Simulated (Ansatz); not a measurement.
Structure (in its standard cell), the input geometry of an electronic-structure calculation (not necessarily at equilibrium):

```
CELL_PARAMETERS angstrom
5.33819 0.00000 0.00000
0.00000 5.33819 0.00000
0.00000 0.00000 5.33819
ATOMIC_POSITIONS crystal
Ca 0.00000 0.00000 0.00000
Ca 0.00000 0.50000 0.50000
Ca 0.50000 0.00000 0.50000
Ca 0.50000 0.50000 0.00000
```

Q: Predict the [111] zone-axis pattern (200 kV, kinematic, B = 1 Å²).

A: The spots form a hexagonal net with both shortest vectors at d = 1.89 Å, 60.0° apart. They are -2 2 0 and -2 0 2. The pattern has symmetry 6mm. The lattice centring (F) removes all reflections that break h + k = 2n, h + l = 2n.

Strongest reflections with d > 0.80 Å, one of each family (|F|² from tabulated Gaussian fits of the electron scattering factors, times a small damping for the curvature of the Ewald sphere):

```
    hkl  d (Å)  I (strongest = 100)
 2 0 -2  1.887                  100
4 -2 -2  1.090                   19
 4 0 -4  0.944                   11
```

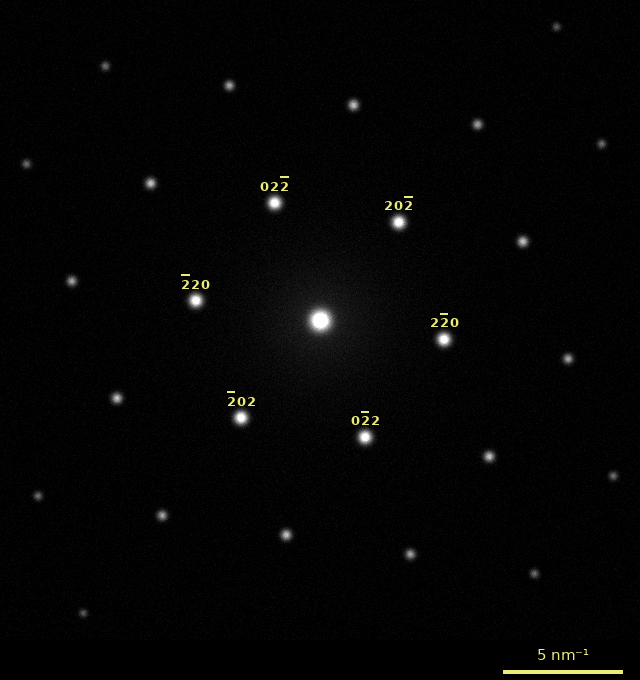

Calculated pattern, seen from the source side with [111] pointing towards the source.
